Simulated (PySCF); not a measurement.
# [IO3]-: singlet, from a PBE minimum start

Where does singlet [IO3]- go from a PBE minimum start, is the end point a minimum, and what are its modes, charges and moments?

Computed with PySCF 2.14.0. Level: PBE, basis I def2-SVPD with ECP28, O def2-SVPD, scalar-relativistic core potentials, no spin–orbit coupling, density fitting.

### Step 1. Where the work starts

4 atoms, charge -1, spin multiplicity 1.

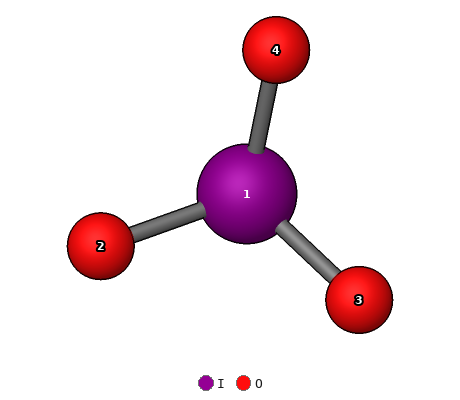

The starting geometry (iodine purple, oxygen red); atoms are numbered from 1 in the order of the file.

```xyz
4
charge -1 multiplicity 1
I     0.0000   -0.1878   -0.0206
O    -0.0016    0.3006    1.7967
O     1.5192    0.5867   -0.8163
O    -1.5177    0.5870   -0.8190
```

### Step 2. First SCF at the start

The steps below are one call of a driver around PySCF. For each, scf.py gives the equivalent set-up of the SCF; relaxations use the driver's own optimiser. After this first run the driver tries any further starts and a stability analysis.

scf.py

```python
from pyscf import gto, scf, dft
mol = gto.M(atom='''
I      0.000002    -0.187781    -0.020562
O     -0.001551     0.300592     1.796727
O      1.519197     0.586740    -0.816309
O     -1.517660     0.587003    -0.818974''',
    basis={'I': 'def2-SVPD', 'O': 'def2-SVPD'},
    ecp={'I': 'def2-SVPD'},
    charge=-1, spin=0)
mf = dft.RKS(mol, xc='PBE')
mf.grids.atom_grid = (50, 194)
aux = {'I': 'def2-universal-JKFIT', 'O': 'def2-universal-JKFIT'}
mf = mf.density_fit(auxbasis=aux)
mf.conv_tol = 1e-08
mf.diis_space = 10
mf.max_cycle = 60
mf.init_guess = 'minao'
mf.verbose = 4
mf.kernel()
```

Command:

```bash
> OMP_NUM_THREADS=2 python axn.py task.json out
```

The log of the run, cut to the lines that bear on the results:

```text
[... the frontier levels of the middle cycles are left out ...]
init E= -491.490483377111
  HOMO = -0.823043633629549  LUMO = -0.757778124339248  gap/eV = 1.77596
cycle= 1 E= -520.205154788803  delta_E= -28.7  |g|= 3.82  |ddm|= 10.2
  HOMO = 0.162138993843515  LUMO = 0.168435881075752  gap/eV = 0.17135
cycle= 2 E= -517.033012652212  delta_E= 3.17  |g|= 4.62  |ddm|= 56.5
  HOMO = 0.000342690341444296  LUMO = 0.0712265614240245  gap/eV = 1.92885
cycle= 3 E= -522.042000305521  delta_E= -5.01  |g|= 1.92  |ddm|= 55.8
cycle= 4 E= -522.540199878399  delta_E= -0.498  |g|= 1.28  |ddm|= 2.44
cycle= 5 E= -522.885569494372  delta_E= -0.345  |g|= 0.126  |ddm|=  1.1
cycle= 6 E= -522.887171827986  delta_E= -0.0016  |g|= 0.118  |ddm|=  0.3
cycle= 7 E= -522.884255574306  delta_E= 0.00292  |g|= 0.168  |ddm|= 0.222
cycle= 8 E= -522.890560298128  delta_E= -0.0063  |g|= 0.00878  |ddm|= 0.141
cycle= 9 E= -522.890576222391  delta_E= -1.59e-05  |g|= 0.00241  |ddm|= 0.00729
cycle= 10 E= -522.890575458182  delta_E= 7.64e-07  |g|= 0.00313  |ddm|= 0.00371
cycle= 11 E= -522.890577613311  delta_E= -2.16e-06  |g|= 0.000235  |ddm|= 0.0026
cycle= 12 E= -522.890577626418  delta_E= -1.31e-08  |g|= 2.38e-05  |ddm|= 0.00026
cycle= 13 E= -522.890577626585  delta_E= -1.67e-10  |g|= 4.33e-06  |ddm|= 5.84e-05
  HOMO = -0.0512347582715556  LUMO = 0.0955284698440945  gap/eV = 3.99363
Extra cycle  E= -522.890577626557  delta_E= 2.84e-11  |g|= 1.21e-05  |ddm|= 1.96e-05
converged SCF energy = -522.890577626557
```

This step, with its further starts and checks, took 13 s on 2 threads of Arm Neoverse N1, shared host.

No lower closed-shell solution turned up in the test of internal stability.

### Step 3. Relaxation: PBE minimum start, singlet

The program finds C3v symmetry in the start, which this walk keeps. The walk stops when the largest gradient is under 0.0003 Eh/bohr and the energy has settled too.

scf.py, as its differences from that of step 2:

```diff
@@ -3,4 +3,4 @@
-I      0.000002    -0.187781    -0.020562
-O     -0.001551     0.300592     1.796727
-O      1.519197     0.586740    -0.816309
-O     -1.517660     0.587003    -0.818974''',
+I      0.000002    -0.186361    -0.020407
+O     -0.001551     0.302012     1.796882
+O      1.519197     0.588160    -0.816154
+O     -1.517660     0.588423    -0.818819''',
@@ -17 +16,0 @@
-mf.init_guess = 'minao'
```

The optimiser's trace:

| step | energy (Eh) | change (kJ/mol) | largest symmetric gradient (Eh/bohr) |
| --- | --- | --- | --- |
| 0 | -522.890578 | 0.00 | 0.00047 |
| 1 | -522.890579 | 0.00 | 0.00064 |
| 2 | -522.890580 | -0.01 | 0.00003 |

The walk took 10 s.

After 2 steps and 0.0 kJ/mol it ends at C3v: I–O 1.882 Å (×3); O–I–O 107.7° (×3).

### Step 4. Hessian and properties

The point is checked on the finer grid, and tightened if its gradient asks for it. The Hessian and the dipole derivatives come from central differences of analytic gradients, with steps of 0.02 bohr.

scf.py, as its differences from that of step 3:

```diff
@@ -3,4 +3,4 @@
-I      0.000002    -0.186361    -0.020407
-O     -0.001551     0.302012     1.796882
-O      1.519197     0.588160    -0.816154
-O     -1.517660     0.588423    -0.818819''',
+I      0.000002    -0.187851    -0.020570
+O     -0.001551     0.300520     1.796714
+O      1.519193     0.586667    -0.816315
+O     -1.517657     0.586930    -0.818980''',
@@ -11 +11 @@
-mf.grids.atom_grid = (50, 194)
+mf.grids.atom_grid = (75, 302)
@@ -14 +14 @@
-mf.conv_tol = 1e-08
+mf.conv_tol = 1e-10
```

The driver hands on the density of the step before, so the log starts near convergence.

Log of the central SCF (cycles and frontier levels):

```text
init E= -522.890733724564
  HOMO = -0.0512441745442979  LUMO = 0.0955256689001913  gap/eV = 3.99381
cycle= 1 E= -522.890733717692  delta_E= 6.87e-09  |g|= 0.00018  |ddm|= 0.000172
  HOMO = -0.0512437805452404  LUMO = 0.095526157389425  gap/eV = 3.99381
cycle= 2 E= -522.890733513508  delta_E= 2.04e-07  |g|= 0.000979  |ddm|= 0.000936
  HOMO = -0.0512437878805988  LUMO = 0.09552612399022  gap/eV = 3.99381
cycle= 3 E= -522.8907337248  delta_E= -2.11e-07  |g|= 2.73e-06  |ddm|= 0.000791
  HOMO = -0.0512438471859931  LUMO = 0.0955260004782958  gap/eV = 3.99381
cycle= 4 E= -522.890733724804  delta_E= -3.75e-12  |g|= 1.37e-06  |ddm|= 4.01e-06
  HOMO = -0.0512441390813226  LUMO = 0.0955258068705457  gap/eV = 3.99381
Extra cycle  E= -522.890733724802  delta_E= 1.71e-12  |g|= 4.07e-06  |ddm|= 4.21e-06
converged SCF energy = -522.890733724802
```

The whole step took 50 s.

Geometry: C3v; I–O 1.882 Å (×3); O–I–O 107.6° (×3).

Modes, for the most abundant isotopes:

| symmetry | ω (cm⁻¹) | IR (km/mol) | type |
| --- | --- | --- | --- |
| e | 239 | 22.2 | bend |
| a1 | 282 | 39.4 | bend |
| a1 | 705 | 14.6 | stretch |
| e | 724 | 363 | stretch |

No imaginary mode, so this is a minimum.

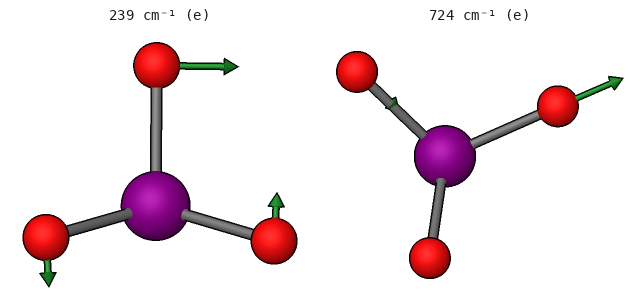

Displacements of 2 of the modes, as arrows (one member where a mode is degenerate).

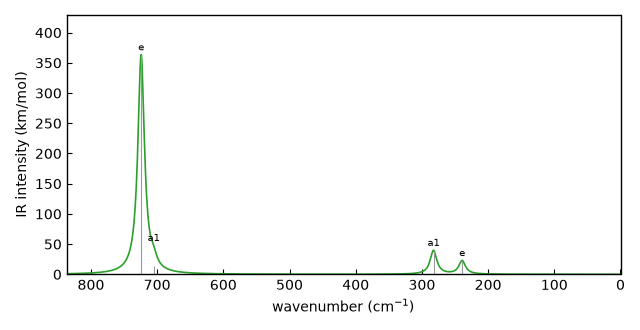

The harmonic infrared spectrum (widths in cm⁻¹). Lines are broadened to a width of 12 cm⁻¹ (Lorentzian).

Constants and moments:

- Dipole moment about the centre of mass: 4.15 D
- Highest occupied level: -1.39 eV
- Lowest empty level: 2.60 eV
- Rotational constants: 0.1873, 0.1873, 0.1143 cm⁻¹
- Zero-point energy: 17.4 kJ/mol
- Principal polarisabilities: 52.6, 71.0, 71.0 bohr³
- Principal traceless quadrupole moments about the centre of mass: -5.62, -5.62, 11.25 D Å
- Entropy at 298.15 K and 1 bar: 295.9 J/(mol K)
- Heat capacity Cp at 298.15 K: 65.3 J/(mol K)
- Enthalpy at 298.15 K above 0 K: 14.55 kJ/mol
- Rotational symmetry number: 3

Populations by atom (charges in e):

| atom | Mulliken | Löwdin | polar tensor | Mayer order to I1 |
| --- | --- | --- | --- | --- |
| I1 | 1.64 | 1.78 | 1.36 | – |
| O2,3,4 | -0.88 | -0.93 | -0.79 | 1.20 |

Outer orbital energies (eV). occupied: -5.54, -5.36, -2.36, -2.36, -1.91, -1.91, -1.46, -1.39; empty: 2.60, 2.79, 2.79, 3.60.

Mulliken populations on I1 (outside its core potential): s 3.77, p 9.05, d 10.54.

### Step 5. Summary of results

| quantity | value |
| --- | --- |
| minimum | singlet, C3v |
| geometry | I–O 1.882 Å (×3); O–I–O 107.6° (×3) |
| wavenumbers (cm⁻¹) | 239 (e), 282 (a1), 705 (a1), 724 (e) |
| dipole moment (centre of mass) | 4.15 D |
| highest occupied, lowest empty level | -1.39, 2.60 eV |
| polar-tensor charge of I1 | +1.36 e |
| zero-point energy | 17.4 kJ/mol |
| entropy at 298.15 K | 295.9 J/(mol K) |

What this shows: The molecule stays C3v, as typed, and the end point is a minimum. In the infrared the band at 724 cm⁻¹ (e, stretch) leads. Only this shape and spin were tried, so other structures or states may lie lower. Spin–orbit coupling is left out.

The search up to here took 73 s.
